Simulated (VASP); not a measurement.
Energy against volume of TiC (rock salt). Calculation: vdW-DF-cx, VASP's PBE PAW potentials (set 64) (plane waves; VASP).

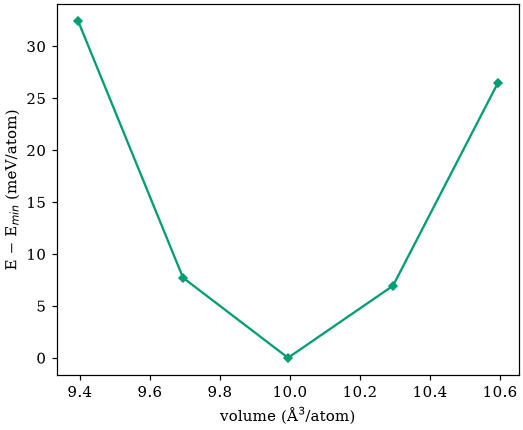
Figure. Energy against volume

Problem. Estimate the equilibrium volume and the bulk modulus.

Solution. The minimum lies near 10.0 Å³/atom, and the curvature gives B0 of about 260 GPa.

Measured: a 4.330 Å (computed value off by -0.5 %), as given by Guo-Xu Zhang et al., New Journal of Physics (2018), doi:10.1088/1367-2630/aac7f0. The calculation is for a static lattice, while the measured a holds thermal and zero-point effects, which are part of the difference.

The compound is TiC in the rock salt structure. It was relaxed first.
